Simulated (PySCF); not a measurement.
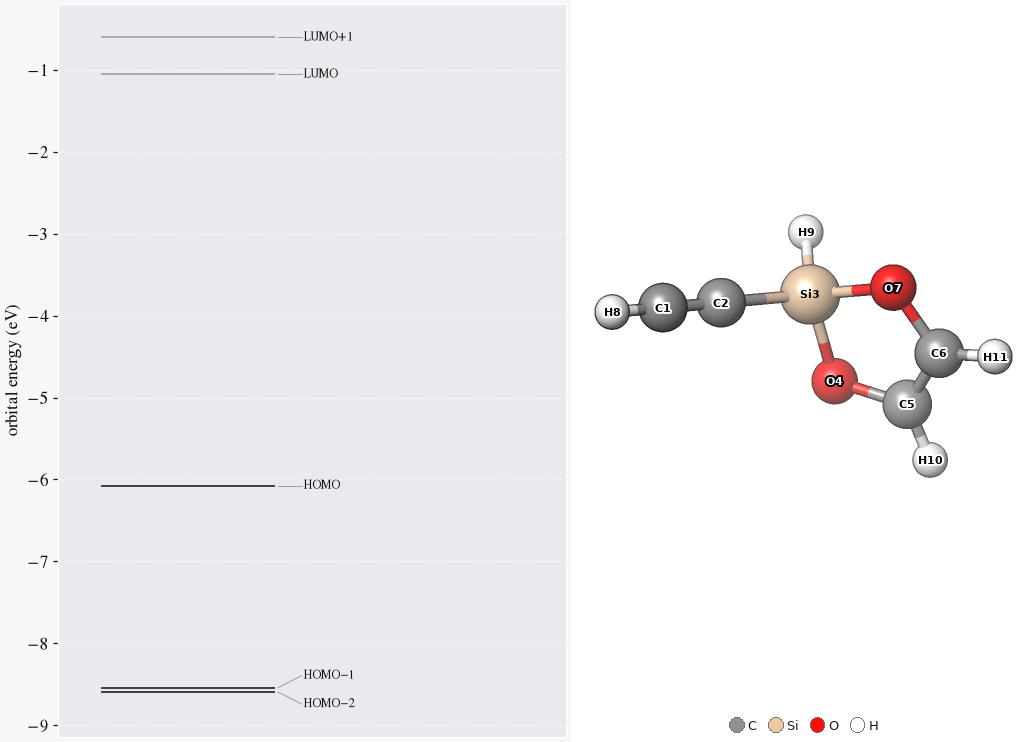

C₄H₄O₂Si, SMILES C#C[SiH]1OC=CO1. Kohn-Sham orbital energies near the frontier, B3LYP/def2-SVPD, PySCF 2.14.0, at a GFN2-xTB geometry (no frequency check), isolated molecule; empty levels in grey, levels within 0.03 eV side by side.

### Where do the frontier orbitals lie?

HOMO at −6.07 eV, LUMO at −1.06 eV, 5.02 eV apart.

### List the levels with the atoms that carry most of them (a dash for levels above zero or within 0.03 eV of another, where shares mean little).

| orbital | energy (eV) | Löwdin shares |
| --- | --- | --- |
| LUMO+1 | −0.61 | C1 31 %, C2 29 %, Si3 19 % |
| LUMO | −1.06 | C2 26 %, C1 26 %, Si3 23 % |
| HOMO | −6.07 | C6/C5 27 % each, O7/O4 18 % each |
| HOMO−1 | −8.54 | C2 44 %, C1 43 %, Si3 6 % |
| HOMO−2 | −8.59 | C2 44 %, C1 43 %, H8 4 % |

Note: the tight-binding geometry is rougher than a DFT one and adds to the error; empty levels above zero depend strongly on the basis.
